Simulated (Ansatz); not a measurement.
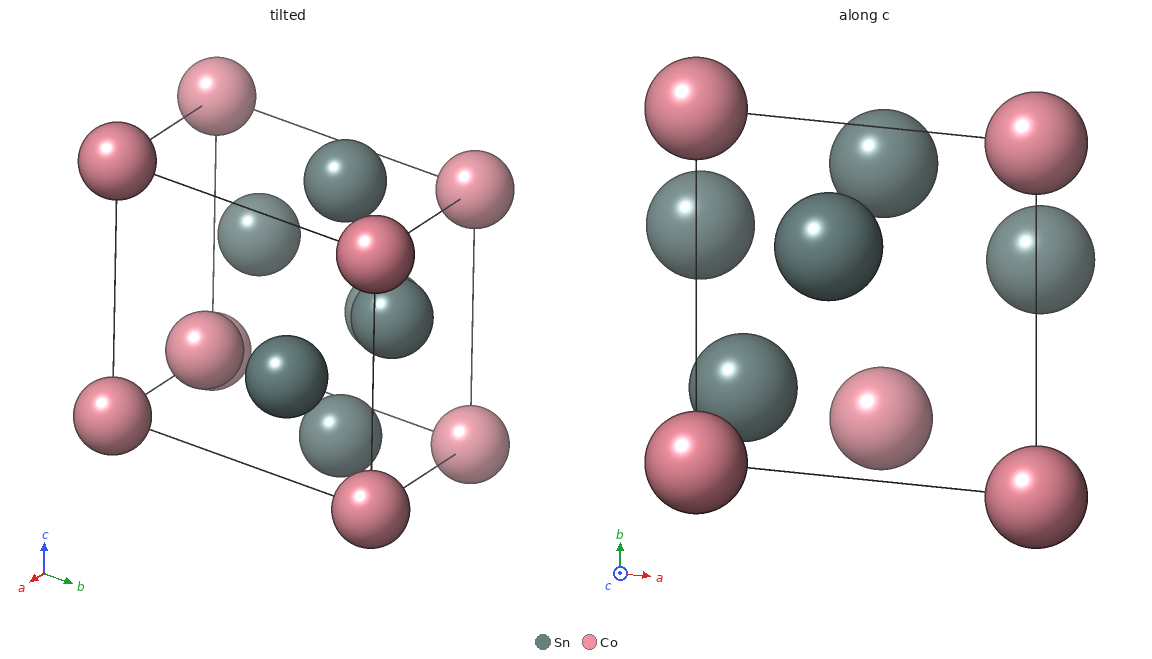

Spheres-only drawing of the structure, looking slightly off an axis and along the c axis. The simulation cell is outlined; an atom on or near a face, edge or corner is repeated at each equivalent position. Cell: a = 4.808 Å, b = 5.152 Å, c = 4.807 Å, α = 105.16°, β = 92.72°, γ = 94.89°.

Characterise what is shown.

Formula: CoSn2. Symmetry: P1 (translations only). The atoms show no order inside the cell. There are 6 atoms in the cell: 2 Co, 4 Sn.

Shown is a made-up disordered cell, as it stood before any relaxation. It was run through Ansatz as a DFT input.

At this level of theory the run's own cell isn't at rest (forces up to 2.3 eV/Å), so its distances can differ from those at equilibrium, the more so the softer the solid.
